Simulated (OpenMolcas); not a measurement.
# C2F4O (trifluoroacetyl fluoride): levels of theory compared

We compute a comparison of 6 runs (B2PLYP/cc-pVDZ, M06-L/cc-pVDZ, PBE/cc-pVDZ, B3LYP/6-31G*, MP2/cc-pVDZ, CCSD(T)/cc-pVDZ) of C2F4O (trifluoroacetyl fluoride). 

The calculation is run with OpenMolcas 26.06.

1 further run of the same task is left out (set aside as unsound or not needed).

## (1) The structure to begin with

The species is C2F4O (7 atoms), meant as a singlet with charge 0. SMILES: `O=C(F)C(F)(F)F`. Geometry: relaxed at PBE0-D4/def2-TZVP.

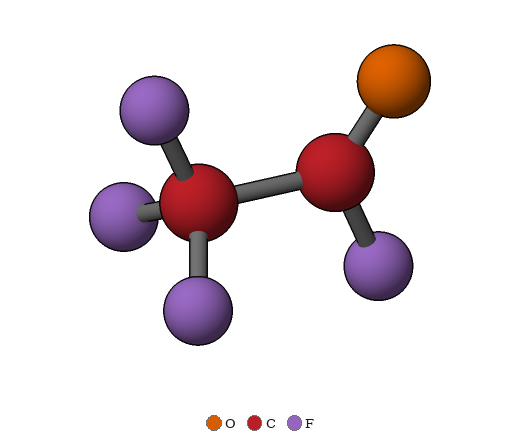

The structure, seen from a chosen angle (oxygen orange, carbon red, fluorine purple).

## (2) The energy at B2PLYP/cc-pVDZ (run 1)

Input file job.input:

```
&GATEWAY
  BASLIB
  $CurrDir
  BASISSET
  O.cc-pVDZ....
  O1 1.061180 -1.396170 0.701140 angstrom
  End of Basis
  BASISSET
  C.cc-pVDZ....
  C2 0.088980 -0.798110 0.435150 angstrom
  C4 0.018150 0.551850 -0.306440 angstrom
  End of Basis
  BASISSET
  F.cc-pVDZ....
  F3 -1.136840 -1.201010 0.739860 angstrom
  F5 -0.697880 0.418270 -1.418740 angstrom
  F6 -0.564330 1.461580 0.468830 angstrom
  F7 1.230750 0.963590 -0.619810 angstrom
  End of Basis

&SEWARD
  GRIDINPUT
  Grid=UltraFine
  End of Grid

&SCF
  KSDFT
  B2PLYP_SCF
  THRESHOLDS
  1e-10 1e-07 1e-07 1e-05
  PRORBITALS
  1

&MBPT2
  FROZEN
  7
```

The basis set cc-pVDZ is read from a file made from the Basis Set Exchange's data (not shown).

Started as:

```bash
$ export MOLCAS_MEM=1860
$ pymolcas job.input > job.log
```

The log of the run:

```text
--- Start Module: gateway ---
[...]
--- Stop Module: gateway /rc=_RC_ALL_IS_WELL_ ---
[...]
      Basis functions           98
[...]
--- Start Module: scf ---
[...]
       Convergence after  15 Iterations
[...]
::    Total KS-DFT energy                            -550.0335159506
[...]
      Total spin, S                                     0.0000000000
[...]
      Total electronic charge=   56.000000
      Total            charge=   -0.000000
[...]
      Dipole Moment (debye):
      Origin of the operator (angstrom)=   -0.0339    0.0510   -0.0259
                   X= -4.9318E-01               Y=  3.9397E-01               Z= -1.8628E-01           Total=  6.5814E-01
      Quadrupole Moment (debye*angstrom):
[...]
--- Stop Module: scf /rc=_RC_ALL_IS_WELL_ ---
[...]
--- Start Module: mbpt2 ---
[...]
 ###    WARNING: MP2 implementation intended for RHF references only         ###
 ###############################################################################
MBPT2 WARNING: Reference function according to RunFile:KS-DFT
I'll assume you know what you're doing and continue
WARNING!
Default frozen orbitals as non valence orbitals is overwritten by user input.
Default values:   7
[...]
       Reference weight ( Cref**2 )         =        0.70384
::    Total MBPT2 energy                             -551.4463844147
[...]
      Total MBPT2 calculations                           0.49      0.59
--- Stop Module: mbpt2 /rc=_RC_ALL_IS_WELL_ ---
[...]
```

It took 26 s on 1 thread of Intel Xeon 6975P-C (Granite Rapids), shared host; peak memory 0.55 GiB.

## (3) Energy and gradient at M06-L/cc-pVDZ (run 2)

Input file run.input:

```
&GATEWAY
BasLib=$CurrDir
Coord
7
angstrom
O        1.061180      -1.396170       0.701140
C        0.088980      -0.798110       0.435150
F       -1.136840      -1.201010       0.739860
C        0.018150       0.551850      -0.306440
F       -0.697880       0.418270      -1.418740
F       -0.564330       1.461580       0.468830
F        1.230750       0.963590      -0.619810
Basis=cc-pVDZ
Group=NoSym
&SEWARD
GridInput
Grid=UltraFine
End of Grid
&SCF
KSDFT=M06L
Thresholds=1e-10 1e-07 1e-07 1e-05
PrOrbitals=1 1
&ALASKA
```

The basis set cc-pVDZ is read from a file made from the Basis Set Exchange's data (not shown).

Started as:

```bash
$ export MOLCAS_MEM=1860
$ pymolcas run.input > run.log
```

The log of the run:

```text
--- Start Module: gateway ---
[...]
--- Stop Module: gateway /rc=_RC_ALL_IS_WELL_ ---
[...]
      Basis functions           98
[...]
--- Start Module: scf ---
[...]
       Convergence after  16 Iterations
[...]
::    Total KS-DFT energy                            -550.7784956532
[...]
      Total spin, S                                     0.0000000000
[...]
      Total electronic charge=   56.000000
      Total            charge=   -0.000000
[...]
      Dipole Moment (debye):
      Origin of the operator (angstrom)=   -0.0339    0.0510   -0.0259
                   X= -5.2847E-01               Y=  3.8745E-01               Z= -1.8012E-01           Total=  6.7959E-01
      Quadrupole Moment (debye*angstrom):
[...]
--- Stop Module: scf /rc=_RC_ALL_IS_WELL_ ---
[...]
--- Start Module: alaska ---
[...]
 *              Molecular gradients               *
 **************************************************
  Irreducible representation: a
 ------------------------------------------------------------------------------------------
                              X                       Y                       Z
 ------------------------------------------------------------------------------------------
  O1               -1.83154429976717E-02    1.09362836497482E-02   -4.82134082270846E-03
  C2                6.17346173143751E-03   -1.71334797642797E-02    9.06500220154327E-03
  F3                1.12167094322508E-02    2.43445488171545E-03   -2.09945779605292E-03
  C4               -2.05474209911904E-04    1.27010898607139E-02   -7.00763301559010E-03
  F5                5.43209491210384E-03    4.60065365759488E-04    7.69332832066283E-03
  F6                4.52484794460872E-03   -6.56502742857512E-03   -5.01019798390168E-03
  F7               -8.82619681272345E-03   -2.83338656499055E-03    2.18029909610085E-03
 ------------------------------------------------------------------------------------------
--- Stop Module: alaska /rc=_RC_ALL_IS_WELL_ ---
[...]
```

Wall time 38 s (1 thread of Intel Xeon 6975P-C (Granite Rapids), shared host); peak memory 0.54 GiB.

Runs 3 to 5 aren't shown in full; the table further down has their settings and results.

## (4) A single-point energy at CCSD(T)/cc-pVDZ (Cholesky decomposition) (run 6)

Input file job.input:

```
* C2F4O CCSD(T)

&GATEWAY
  BasLib = $CurrDir
  Coord
  7
  angstrom
  O        1.061180      -1.396170       0.701140
  C        0.088980      -0.798110       0.435150
  F       -1.136840      -1.201010       0.739860
  C        0.018150       0.551850      -0.306440
  F       -0.697880       0.418270      -1.418740
  F       -0.564330       1.461580       0.468830
  F        1.230750       0.963590      -0.619810
  Basis = cc-pVDZ
  Group = NoSym

&SEWARD
  High

&SCF
  Thresholds = 1e-10 1e-07 1e-07 1e-05
  PrOrbitals = 1 2

&CHCC
  Frozen = 7
  Threshold = 1e-08
  MaxIterations = 80

&CHT3
  Frozen = 7
```

The basis set cc-pVDZ is read from a file made from the Basis Set Exchange's data (not shown).

Started as:

```bash
$ export MOLCAS_MEM=1860
$ pymolcas job.input > job.log
```

The log of the run:

```text
--- Start Module: gateway ---
[...]
--- Stop Module: gateway /rc=_RC_ALL_IS_WELL_ ---
[...]
      Basis functions           98
[...]
       Convergence after  14 Iterations
[...]
::    Total SCF energy                               -548.3856633991
[...]
      Total spin, S                                     0.0000000000
[...]
      Total electronic charge=   56.000000
      Total            charge=   -0.000000
[...]
      Dipole Moment (debye):
      Origin of the operator (angstrom)=   -0.0339    0.0510   -0.0259
                   X= -5.0701E-01               Y=  4.2865E-01               Z= -2.0472E-01           Total=  6.9477E-01
      Quadrupole Moment (debye*angstrom):
[...]
--- Start Module: chcc ---
[...]
--- Stop Module: chcc /rc=_RC_ALL_IS_WELL_ ---
[...]
--- Start Module: cht3 ---
[...]
--- Stop Module: cht3 /rc=_RC_ALL_IS_WELL_ ---
[...]
```

It took 7.1 min on 1 thread of Intel Xeon 6975P-C (Granite Rapids), shared host; peak memory 0.23 GiB.

## (5) All runs side by side

| run | level | task | frozen core orbitals | energy (Eh) | dipole moment (D) of the reference | HOMO energy (eV) | LUMO energy (eV) | wall time |
| --- | --- | --- | --- | --- | --- | --- | --- | --- |
| 1 | B2PLYP/cc-pVDZ | energy | 7 | -550.414990 | 0.66 | -11.54 | 0.18 | 26 s |
| 2 | M06-L/cc-pVDZ | gradient | – | -550.778496 | 0.68 | -8.39 | -2.29 | 38 s |
| 3 | PBE/cc-pVDZ | gradient | – | -550.301925 | 0.72 | -7.77 | -2.43 | 34 s |
| 4 | B3LYP/6-31G* (Cartesian functions) | gradient | – | -550.787367 | 0.83 | -9.33 | -1.59 | 36 s |
| 5 | MP2/cc-pVDZ | energy | 7 | -549.557185 | 0.69 | -14.54 | 2.95 | 9.9 s |
| 6 | CCSD(T)/cc-pVDZ (Cholesky decomposition) | energy | 7 | -549.597997 | 0.69 | -14.54 | 2.95 | 7.1 min |

## (6) Summary of results

| quantity | value |
| --- | --- |
| run 6: total energy | -549.59800 Eh |
| run 6: dipole moment (mean-field density) | 0.69 D |
| run 6: HOMO energy (Hartree–Fock orbitals) | -14.54 eV |
| run 6: LUMO energy (Hartree–Fock orbitals) | 2.95 eV |
| run 6: HOMO–LUMO gap (Hartree–Fock orbitals) | 17.49 eV |
| run 6: correlation energy (7 core orbitals frozen) | -1212.3 mEh |
| run 6: (T) correction | -28.87 mEh |

Over runs 1, 2, 3, 4 the dipole moment (its size) runs from 0.66 D (B2PLYP/cc-pVDZ) to 0.83 D (B3LYP/6-31G*). The two ends differ in method and basis. A double hybrid's value is that of its SCF part. Over runs 1, 2, 3, 4 the HOMO–LUMO gap runs from 5.34 eV (PBE/cc-pVDZ) to 11.72 eV (B2PLYP/cc-pVDZ). For B2PLYP the log adds the whole second-order term; the table takes 0.27 of it, as the functional is defined. Totals of different functionals can't be ranked against each other. All runs together took 9.5 min, the longest 7.1 min.
